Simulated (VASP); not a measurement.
Band structure of BaF$_{2}$ (fluorite). Computed with vdW-DF-cx, VASP's PBE PAW potentials (set 64) (plane waves; VASP).

Unless said otherwise, spin-orbit coupling is left out, though it shifts the bands of the heavy elements here.

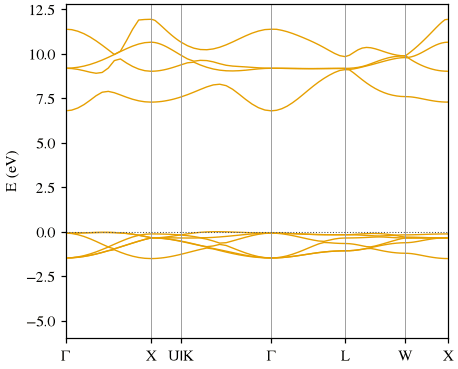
*Bands along high-symmetry lines, zero at the valence-band maximum or, without a gap, the Fermi level*

Task: Read the plot: is there a gap, and where are the band edges?

Result: The gap is indirect, 6.79 eV, from the valence maximum at K-Γ at 0.43 to the conduction minimum at Γ. (Edges off the drawn lines would not show.)

Measured: gap 10.50 eV (computed value off by -3.71 eV), as given by Andrés Aguado et al., Journal of the Physical Society of Japan (1999), arXiv:cond-mat/9901145.

The compound is BaF2 in the fluorite structure. It was relaxed first.
